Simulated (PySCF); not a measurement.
**C6H19NSi2, SMILES `C[Si](C)(C)N[Si](C)(C)C`: what the electrons do**

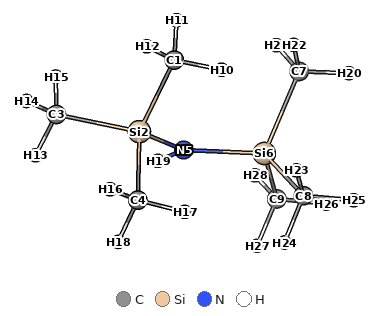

The molecule, with its atoms numbered as below. No frequency check shows the geometry to be a minimum.

Coordinates in Å:

```
C1      -1.6363    1.2570    1.3593
Si2     -1.5899    0.0095   -0.0782
C3      -2.8066    0.5216   -1.4526
C4      -2.0586   -1.7204    0.5783
N5      -0.0006   -0.0022   -0.7934
Si6      1.5889   -0.0087   -0.0783
C7       2.0537    1.7244    0.5725
C8       1.6477   -1.2573    1.3585
C9       2.8017   -0.5231   -1.4551
H10     -0.9424    0.9701    2.1424
H11     -1.3631    2.2533    1.0271
H12     -2.6253    1.3165    1.8030
H13     -2.8109   -0.1970   -2.2662
H14     -3.8201    0.5858   -1.0709
H15     -2.5518    1.4905   -1.8697
H16     -3.0522   -1.7244    1.0164
H17     -1.3618   -2.0501    1.3417
H18     -2.0472   -2.4617   -0.2150
H19     -0.0005   -0.0141   -1.8005
H20      3.0693    1.7477    0.9560
H21      1.9825    2.4719   -0.2117
H22      1.3927    2.0319    1.3759
H23      0.9556   -0.9770    2.1458
H24      1.3798   -2.2546    1.0248
H25      2.6392   -1.3119    1.7976
H26      3.8198   -0.5644   -1.0826
H27      2.5586   -1.5031   -1.8529
H28      2.7859    0.1813   -2.2808
```

## 1. Bonding charge

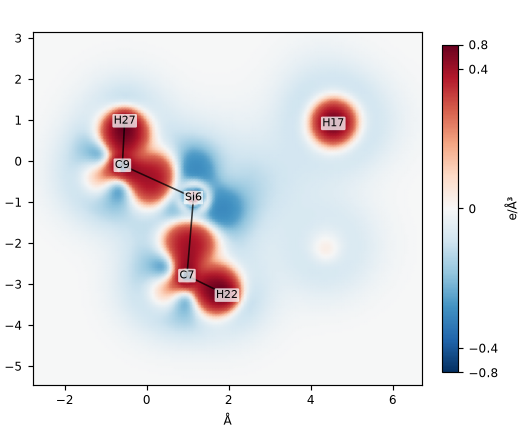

Deformation density (molecule less spherical, spin-averaged free atoms) in the plane of Si6, C7, C9, H17, H22 and H27; colour scale in e/Å³, logarithmic beyond ±0.1; red: gain, blue: loss.

PySCF calculation, CAM-B3LYP/def2-SVP, gas phase; geometry: GFN2-xTB.

Question: Describe the bonding that the map shows.

Answer: C9–H27: +0.65 e/Å³ at the bond critical point (bond length 1.08 Å, Mayer order 1.0). C7–H22: +0.65 e/Å³ at the bond critical point (bond length 1.08 Å, Mayer order 1.0). Si6–C7: +0.14 e/Å³ at the bond critical point (bond length 1.91 Å, Mayer order 1.0). Si6–C9: +0.14 e/Å³ at the bond critical point (bond length 1.91 Å, Mayer order 1.0). In all, 6.1 electrons gather in the regions of gain relative to the promolecule. A small or negative value marks a very polar bond, one between electron-rich atoms, whose free-atom densities already overlap strongly, a long bond to a heavier atom, or a closed-shell contact such as a hydrogen bond.

## 2. Local ionisation energy

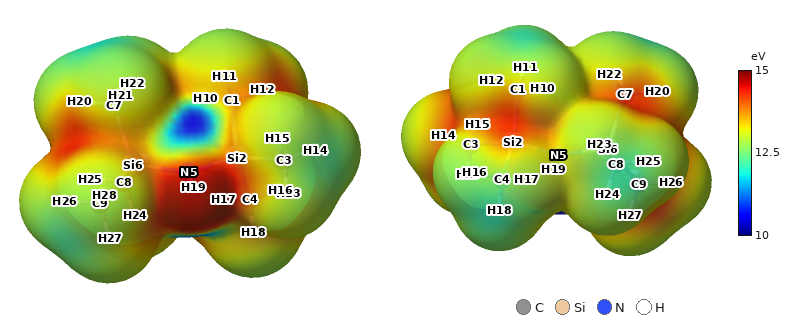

Average local ionisation energy on the surface of electron density 0.001 a.u. (back view left, front view right).

Question: Where are the most loosely bound electrons on this surface?

Answer: The lowest value is 10.7 eV, over N5, off the plane of its three bonds (2.0 Å). Further minima include 11.9 eV, near H20 (1.81 Å), H22 (1.85 Å), H21 (1.91 Å) and C7 (1.95 Å). For comparison, the highest occupied orbital lies at −8.0 eV.

## 3. In an electric field

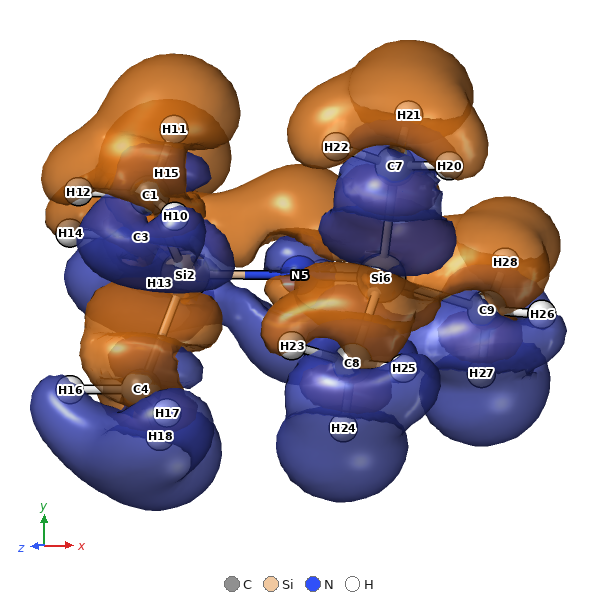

Change of the electron density in a uniform field of 0.26 V/Å, surfaces at ±0.001 e/Å³ (orange: gain, blue: loss).

Computed with PySCF, HF/6-31+G*, geometry: GFN2-xTB. The basis has diffuse s and p functions alone, which still leaves polarisabilities too small, most of all across bonds.

Question: Along which Cartesian direction does the field point?

Answer: Along −y: electrons gather on the +y side, against the field.

Question: What dipole is induced, and what polarisability does it imply?

Answer: The induced dipole is 1.41 D (along the field); α along this axis, from the fields in both directions, is 111 bohr³ (16.4 Å³).

Question: Which atoms gain and lose the most charge?

Answer: Electrons gather most on H11 (Hirshfeld charge changes by −0.009 e) and leave H24 most (+0.009 e); 0.135 electrons are displaced in all.

## 4. Removing or adding an electron

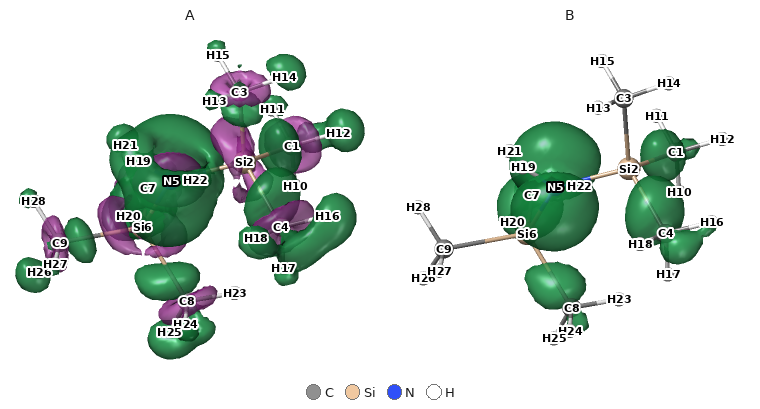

The Fukui function f⁻ from two separate SCF calculations and the density of the HOMO, at ±0.015 e/Å³ (green positive, purple negative).

Method: B3LYP/6-31G*; geometry: GFN2-xTB; program: PySCF.

Question: Which panel is which, and how good is the frozen-orbital picture?

Answer: A is f⁻ (it has negative regions), B the HOMO density. The HOMO lies on N5 (49 %), Si2 and Si6 (8 % each) and C4 and C7 (7 % each); f⁻ (Hirshfeld-condensed) is largest on N5 (0.21); the vertical ionisation energy is 8.11 eV (the stability of the cation's solution wasn't checked). Relaxation shifts 41 % of the electron between atoms. The orbital energy is −6.18 eV.

## 5. Localised orbitals

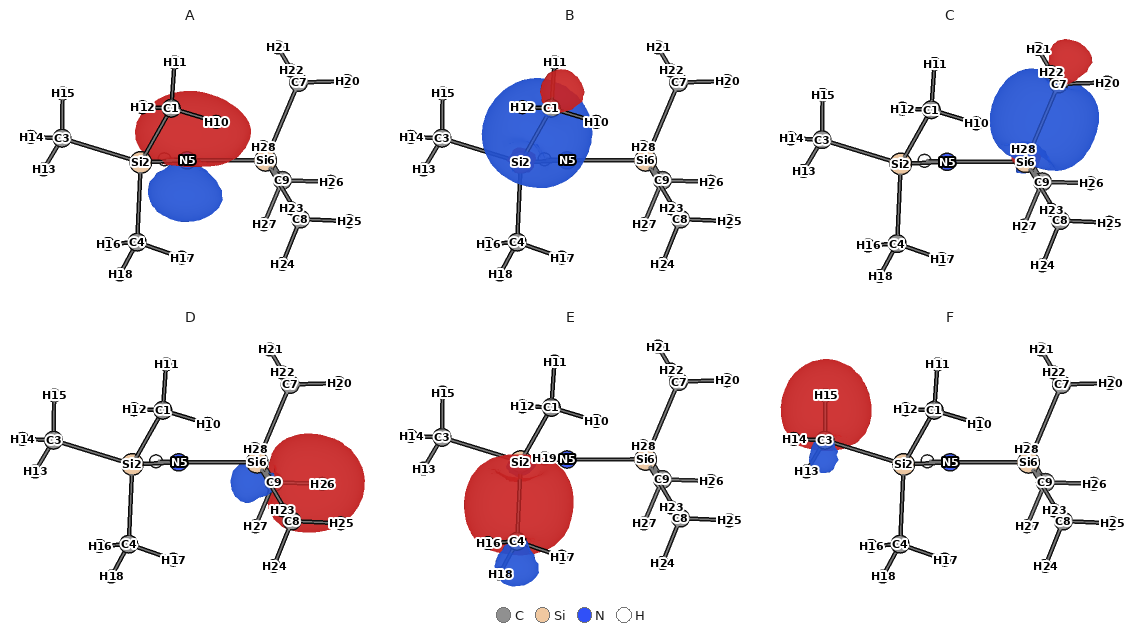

Foster–Boys orbitals, occupied; each surface holds about 85 % of the orbital's density. Energies are diagonal elements of the Fock matrix.

Method: B3LYP/cc-pVDZ; geometry: GFN2-xTB; program: PySCF.

Question: What does each orbital represent in a Lewis picture?

Answer: By panel:
- A: pair mostly on N5, shared in part with Si6 (N5 85 %, Si6 7 %, Si2 7 %; −9.1 eV)
- B: σ bond C1–Si2 (C1 63 %, Si2 36 %; −11.0 eV)
- C: σ bond C7–Si6 (C7 63 %, Si6 36 %; −10.8 eV)
- D: σ bond C9–H26 (C9 55 %, H26 44 %; −12.8 eV)
- E: σ bond C4–Si2 (C4 63 %, Si2 36 %; −10.8 eV)
- F: σ bond C3–H15 (C3 55 %, H15 44 %; −12.8 eV)

Question: How do all the valence pairs divide up?

Answer: 28 pairs: 27 σ bonds and 1 strongly polarised pair.
